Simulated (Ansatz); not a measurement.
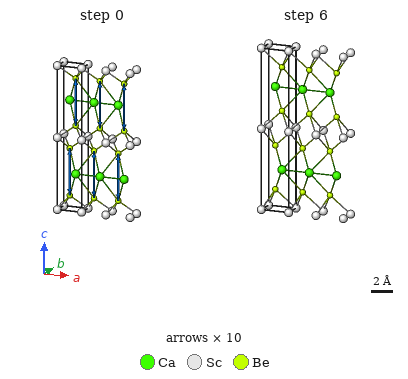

The structure of solid CaScBe2 (built on the MAX phase (211) type) (coarse preliminary run) before (left) and after (right) a relaxation, at one scale. The blue arrows give the displacements (the part carried along by the change of the cell is left out), 10 times their true length.

A ball-and-stick model of the cell of the calculation, repeated 3 × 1 × 1 with one cell outlined, seen slightly off an axis.

Case: MAX phase (211) type (P6_3/mmc, No. 194).

The calculation used DFT PBE, scalar-relativistic, plane waves, PAW in Ansatz.

The input:
```yaml
crystal:
  lattice:
    - [3.1185373424, 0.0, 0.0]
    - [-1.5592686712, 2.7007325611, 0.0]
    - [0.0, 0.0, 13.9570902036]
  atoms:
    - { symbol: Ca, position: [0.3333333333, 0.6666666667, 0.75] }
    - { symbol: Ca, position: [0.6666666667, 0.3333333333, 0.25] }
    - { symbol: Sc, position: [0.0, 0.0, 0.5] }
    - { symbol: Sc, position: [0.0, 0.0, 0.0] }
    - { symbol: Be, position: [0.3333333333, 0.6666666667, 0.414] }
    - { symbol: Be, position: [0.6666666667, 0.3333333333, 0.914] }
    - { symbol: Be, position: [0.6666666667, 0.3333333333, 0.586] }
    - { symbol: Be, position: [0.3333333333, 0.6666666667, 0.086] }
basis:
  ecutwfc: 420
kpoints:
  mp_grid: { grid: [6, 6, 2] }
hamiltonian:
  xc: pbe
scf:
  occupations: { method: gaussian, width: 0.1 }
  lower_state_search: "off"
output:
  forces: true
  stress: true
  eigenvalues: true
relax:
  adjacent_minimum: "off"
  f_tol: 0.04
  max_steps: 70
  cell: { stress_tol: 0.4 }
```

Command:
```bash
ansatz run input.yaml --threads 1 --pin off --max-ram 2560MiB --backend cpu --events-out ev --progress --plain --runs-dir out
```

Question: Summarise the run.

Answer: After 5 accepted moves (6 points after the start) the energy has fallen by 926 meV per atom. Largest force component: 3.9 eV/Å at the start, 0.0044 eV/Å at the end. The pressure goes from 36.86 to 0.27 GPa. The SCF was repeated once at an unchanged geometry on a basis and grid sized afresh for the cell, which shifted the energy by 2.7 meV per atom at most. The largest moves relative to the cell, 0.44 Å, are those of Be5, Be6, Be7 and Be8. Be5 goes along −c. Sc and Ca stay in place. The drawn cell changes as follows: a = b 3.119 → 3.515 Å (+12.7 %), c 13.957 → 15.650 Å (+12.1 %); the volume changes by +42.5 %. Among the contacts that change: Sc3–Be5 2.164 → 2.704 Å, Ca1–Ca1 3.119 → 3.515 Å, Sc3–Sc3 3.119 → 3.515 Å, Ca1–Be6 2.912 → 2.939 Å. Among the angles between lasting bonds that change: Ca1–Be6–Sc4 161.9° → 175.0°, Be6–Sc4–Be6 92.2° → 81.1°, Sc4–Be6–Sc4 92.2° → 81.1°. The space group stays P6_3/mmc (No. 194). The run took 31 s on 1 thread of Arm Neoverse V1, with other jobs on the host, peak memory 0.43 GiB.
